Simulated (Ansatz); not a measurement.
# GeF (quartet): B2PLYP, PBE-QIDH, RPA-PBE over vertical spin and charge gaps, cc-pVDZ, part 2 of 2

Ansatz 0.2.0, Gaussian basis; cc-pVDZ, all electrons in the functionals, frozen cores in the correlation of double hybrids and RPA.

## Step 8: PBE-QIDH, charge 0, sextet

Input file in.yaml:

```yaml
crystal:
  periodic: [false, false, false]
  atoms:
    - {symbol: Ge, position_ang: [0.000000, 0.000000, 0.000000]}
    - {symbol: F, position_ang: [0.000000, 0.000000, 1.762500]}
basis:
  gaussian: {orbitals: cc-pVDZ}
magnetization: {spin_polarized: true, initial_magnetization: 5}
hamiltonian: {xc: {name: PBE-QIDH}}
correlation: {electrons: outside_noble_gas}
```

On the command line:

```
ansatz run in.yaml --threads 1 --pin off --events-out ev --progress --plain --max-ram 2393MiB
```

The program printed, cut to the lines that bear on the results:

```text
Functional definition: PBE-QIDH
  name "PBE-QIDH"
  cite "Brémond, Sancho-García, Pérez-Jiménez & Adamo, J. Chem. Phys. 141, 031101 (2014) doi:10.1063/1.4890314"
  cite "Perdew, Burke & Ernzerhof, Phys. Rev. Lett. 77, 3865 (1996) doi:10.1103/PhysRevLett.77.3865"
[...]
460 factors; integrals over basis functions are off by at most 9.2e-4 eV
[...]
mean field -59198.50018467 eV, -2175.5047556021 hartree, gradient 2.3e-6 eV, S^2 8.754199; 0 other end points of the search recorded, 0 dependent functions left out
15 core orbitals not correlated, not the lowest: weight in the atoms' cores, before any rotation towards them, 0.603 or more for the frozen orbitals, at most 0.395 for the correlated occupied ones
reference -59198.50019336 eV, -2175.5047559213 hartree; 8, 3 occupied and 18, 23 virtual orbitals, 460 factors
second order -4.95425996 eV of doubles, -0.00000000 eV of singles
Total energy: -59200.15161334 eV, -2175.5654444864 hartree
```

Run time: 1.2 s. Hardware: 1 thread of Arm Neoverse V2, shared host.

From the report: ⟨S²⟩ of the determinant 8.754 (pure sextet: 8.75).

From charge 0, quartet: +200.6 kcal/mol.

## Step 9: PBE-QIDH, charge 1, triplet

in.yaml: that of step 8 with these lines changed.

```diff
@@ -7,3 +7,4 @@
   gaussian: {orbitals: cc-pVDZ}
-magnetization: {spin_polarized: true, initial_magnetization: 5}
+total_charge: 1
+magnetization: {spin_polarized: true, initial_magnetization: 2}
 hamiltonian: {xc: {name: PBE-QIDH}}
```

The command is unchanged.

The program printed, cut to the lines that bear on the results:

```text
Functional definition: PBE-QIDH
  name "PBE-QIDH"
  cite "Brémond, Sancho-García, Pérez-Jiménez & Adamo, J. Chem. Phys. 141, 031101 (2014) doi:10.1063/1.4890314"
  cite "Perdew, Burke & Ernzerhof, Phys. Rev. Lett. 77, 3865 (1996) doi:10.1103/PhysRevLett.77.3865"
[...]
460 factors; integrals over basis functions are off by at most 9.2e-4 eV
[...]
mean field -59198.11542203 eV, -2175.4906158357 hartree, gradient 9.4e-6 eV, S^2 2.022431; 2 other end points of the search recorded, 0 dependent functions left out
15 core orbitals not correlated: weight in the atoms' cores, before any rotation towards them, 0.958 or more for the frozen orbitals, at most 0.048 for the correlated occupied ones
reference -59198.11543031 eV, -2175.4906161399 hartree; 6, 4 occupied and 20, 22 virtual orbitals, 460 factors
second order -6.90567520 eV of doubles, -0.00000000 eV of singles
Total energy: -59200.41732204 eV, -2175.5752091009 hartree
```

Run time: 2.8 s. Hardware: 1 thread of Arm Neoverse V2, shared host.

From the report: ⟨S²⟩ of the determinant 2.022 (pure triplet: 2.00).

From charge 0, quartet: +194.4 kcal/mol.

## Step 10: RPA-PBE, charge 0, quartet

Input file in.yaml:

```yaml
crystal:
  periodic: [false, false, false]
  atoms:
    - {symbol: Ge, position_ang: [0.000000, 0.000000, 0.000000]}
    - {symbol: F, position_ang: [0.000000, 0.000000, 1.762500]}
basis:
  gaussian: {orbitals: cc-pVDZ}
magnetization: {spin_polarized: true, initial_magnetization: 3}
hamiltonian: {xc: {name: PBE}}
correlation: {method: rpa, electrons: outside_noble_gas}
```

Launched as before.

The program printed, cut to the lines that bear on the results:

```text
Functional definition: PBE
  name "PBE"
  cite "Perdew, Burke & Ernzerhof, Phys. Rev. Lett. 77, 3865 (1996) doi:10.1103/PhysRevLett.77.3865"
  parent pbe
[...]
460 factors; integrals over basis functions are off by at most 9.2e-4 eV
[...]
mean field -59218.63207356 eV, -2176.2445888729 hartree, gradient 9.9e-6 eV, S^2 3.751419; 3 other end points of the search recorded, 0 dependent functions left out
15 core orbitals not correlated: weight in the atoms' cores, before any rotation towards them, 0.858 or more for the frozen orbitals, at most 0.139 for the correlated occupied ones
reference -59174.77063399 eV, -2174.6327106989 hartree; 7, 4 occupied and 19, 22 virtual orbitals, 460 factors
Total energy: -59184.70498716 eV, -2174.9977914441 hartree
```

Wall time 2.1 s (1 thread of Arm Neoverse V2, shared host).

From the report: ⟨S²⟩ of the determinant 3.751 (pure quartet: 3.75).

## Step 11: RPA-PBE, charge 0, doublet

in.yaml: that of step 10 with these lines changed.

```diff
@@ -7,3 +7,3 @@
   gaussian: {orbitals: cc-pVDZ}
-magnetization: {spin_polarized: true, initial_magnetization: 3}
+magnetization: {spin_polarized: true, initial_magnetization: 1}
 hamiltonian: {xc: {name: PBE}}
```

The command is unchanged.

The program printed, cut to the lines that bear on the results:

```text
Functional definition: PBE
  name "PBE"
  cite "Perdew, Burke & Ernzerhof, Phys. Rev. Lett. 77, 3865 (1996) doi:10.1103/PhysRevLett.77.3865"
  parent pbe
[...]
460 factors; integrals over basis functions are off by at most 9.2e-4 eV
[...]
mean field -59222.79213511 eV, -2176.3974683149 hartree, gradient 1.3e-6 eV, S^2 0.752148; 1 other end points of the search recorded, 0 dependent functions left out
15 core orbitals not correlated: weight in the atoms' cores, before any rotation towards them, 0.913 or more for the frozen orbitals, at most 0.098 for the correlated occupied ones
reference -59177.84518641 eV, -2174.7456984163 hartree; 6, 5 occupied and 20, 21 virtual orbitals, 460 factors
Total energy: -59188.58028476 eV, -2175.1402060043 hartree
```

It took 1.6 s on 1 thread of Arm Neoverse V2, shared host.

From the report: ⟨S²⟩ of the determinant 0.752 (pure doublet: 0.75).

From charge 0, quartet: -89.4 kcal/mol.

## Step 12: RPA-PBE, charge 0, sextet

in.yaml: that of step 11 with these lines changed.

```diff
@@ -7,3 +7,3 @@
   gaussian: {orbitals: cc-pVDZ}
-magnetization: {spin_polarized: true, initial_magnetization: 1}
+magnetization: {spin_polarized: true, initial_magnetization: 5}
 hamiltonian: {xc: {name: PBE}}
```

Launched as before.

The program printed, cut to the lines that bear on the results:

```text
Functional definition: PBE
  name "PBE"
  cite "Perdew, Burke & Ernzerhof, Phys. Rev. Lett. 77, 3865 (1996) doi:10.1103/PhysRevLett.77.3865"
  parent pbe
[...]
460 factors; integrals over basis functions are off by at most 9.2e-4 eV
[...]
mean field -59209.27016752 eV, -2175.9005451716 hartree, gradient 4.8e-7 eV, S^2 8.751736; 5 other end points of the search recorded, 0 dependent functions left out
15 core orbitals not correlated, not the lowest: weight in the atoms' cores, before any rotation towards them, 0.838 or more for the frozen orbitals, at most 0.159 for the correlated occupied ones
reference -59167.92174106 eV, -2174.3810185263 hartree; 8, 3 occupied and 18, 23 virtual orbitals, 460 factors
Total energy: -59176.05878578 eV, -2174.6800494042 hartree
```

Run time: 1.6 s. Hardware: 1 thread of Arm Neoverse V2, shared host.

From the report: ⟨S²⟩ of the determinant 8.752 (pure sextet: 8.75).

From charge 0, quartet: +199.4 kcal/mol.

## Step 13: RPA-PBE, charge 1, triplet

in.yaml: that of step 12 with these lines changed.

```diff
@@ -7,3 +7,4 @@
   gaussian: {orbitals: cc-pVDZ}
-magnetization: {spin_polarized: true, initial_magnetization: 5}
+total_charge: 1
+magnetization: {spin_polarized: true, initial_magnetization: 2}
 hamiltonian: {xc: {name: PBE}}
```

Launched as before.

The program printed, cut to the lines that bear on the results:

```text
Functional definition: PBE
  name "PBE"
  cite "Perdew, Burke & Ernzerhof, Phys. Rev. Lett. 77, 3865 (1996) doi:10.1103/PhysRevLett.77.3865"
  parent pbe
[...]
460 factors; integrals over basis functions are off by at most 9.2e-4 eV
[...]
mean field -59210.50542810 eV, -2175.9459401606 hartree, gradient 7.6e-6 eV, S^2 2.002632; 8 other end points of the search recorded, 0 dependent functions left out
15 core orbitals not correlated: weight in the atoms' cores, before any rotation towards them, 0.935 or more for the frozen orbitals, at most 0.074 for the correlated occupied ones
reference -59166.53765869 eV, -2174.3301544371 hartree; 6, 4 occupied and 20, 22 virtual orbitals, 460 factors
Total energy: -59176.69624560 eV, -2174.7034756204 hartree
```

Run time: 4.5 s. Hardware: 1 thread of Arm Neoverse V2, shared host.

From the report: ⟨S²⟩ of the determinant 2.003 (pure triplet: 2.00).

From charge 0, quartet: +184.7 kcal/mol.

## Step 14: RPA-PBE, charge 1, quintet

in.yaml: that of step 13 with these lines changed.

```diff
@@ -8,3 +8,3 @@
 total_charge: 1
-magnetization: {spin_polarized: true, initial_magnetization: 2}
+magnetization: {spin_polarized: true, initial_magnetization: 4}
 hamiltonian: {xc: {name: PBE}}
```

Same command.

The program printed, cut to the lines that bear on the results:

```text
Functional definition: PBE
  name "PBE"
  cite "Perdew, Burke & Ernzerhof, Phys. Rev. Lett. 77, 3865 (1996) doi:10.1103/PhysRevLett.77.3865"
  parent pbe
[...]
460 factors; integrals over basis functions are off by at most 9.2e-4 eV
[...]
mean field -59203.43958235 eV, -2175.6862751187 hartree, gradient 3.0e-6 eV, S^2 6.001760; 4 other end points of the search recorded, 0 dependent functions left out
15 core orbitals not correlated, not the lowest: weight in the atoms' cores, before any rotation towards them, 0.847 or more for the frozen orbitals, at most 0.268 for the correlated occupied ones
reference -59162.43818603 eV, -2174.1795015958 hartree; 7, 3 occupied and 19, 23 virtual orbitals, 460 factors
Total energy: -59170.39788993 eV, -2174.4720153186 hartree
```

Wall time 1.4 s (1 thread of Arm Neoverse V2, shared host).

From the report: ⟨S²⟩ of the determinant 6.002 (pure quintet: 6.00).

From charge 0, quartet: +329.9 kcal/mol.

## Step 15: Against the wave-function levels

No level is safe as a reference over these points; UCCSD(T) serves as a yardstick only. It comes from earlier runs at the same points. Energies in kcal/mol, counted from charge 0, quartet; blanks weren't run or aren't comparable.

| level | quartet to doublet | quartet to sextet | ionisation to the triplet cation | ionisation to the quintet cation |
| --- | --- | --- | --- | --- |
| UCCSD(T) | -86.2 | 199.8 | 189.0 | 330.3 |
| B2PLYP | -95.5 | 209.8 | 187.2 | 339.4 |
| PBE-QIDH |  | 200.6 | 194.4 |  |
| RPA-PBE | -89.4 | 199.4 | 184.7 | 329.9 |

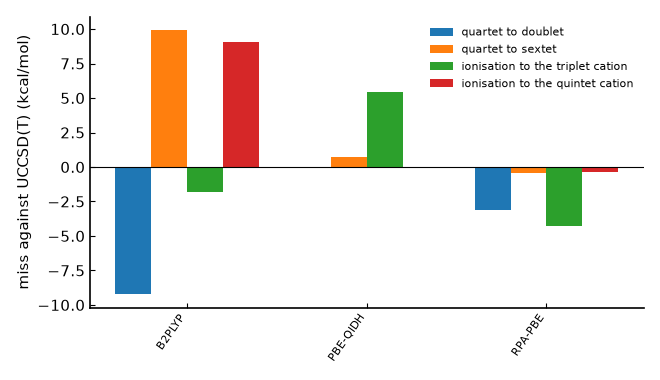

Misses of the gaps against UCCSD(T).

Largest miss and mean time a point (UCCSD(T) took 2.8 s a point; shared hosts):

| level | largest miss (kcal/mol) | where | time a point |
| --- | --- | --- | --- |
| B2PLYP | +9.9 | quartet to sextet | 1.2 s |
| PBE-QIDH | +5.5 | ionisation to the triplet cation | 1.7 s |
| RPA-PBE | -4.3 | ionisation to the triplet cation | 2.2 s |

## Step 16: Results

What follows sums up all 2 parts.

| quantity | value |
| --- | --- |
| quartet to doublet, UCCSD(T) | -86.2 kcal/mol |
| quartet to sextet, UCCSD(T) | 199.8 kcal/mol |
| ionisation to the triplet cation, UCCSD(T) | 189.0 kcal/mol |
| ionisation to the quintet cation, UCCSD(T) | 330.3 kcal/mol |
| largest miss, B2PLYP | +9.9 kcal/mol (quartet to sextet) |
| largest miss, PBE-QIDH | +5.5 kcal/mol (ionisation to the triplet cation) |
| largest miss, RPA-PBE | -4.3 kcal/mol (ionisation to the triplet cation) |

What this shows: Misses are known at 4 of 4 points at best, and only functionals with that many are ranked. Of the functionals, RPA-PBE keep the smallest largest miss at the points compared (at most 4.3 kcal/mol) and B2PLYP strays most (9.9 kcal/mol, at quartet to sextet). Functionals and the yardstick converge differently with the basis, so part of each miss in cc-pVDZ is the basis. The yardstick itself may be off where one determinant is a poor start.
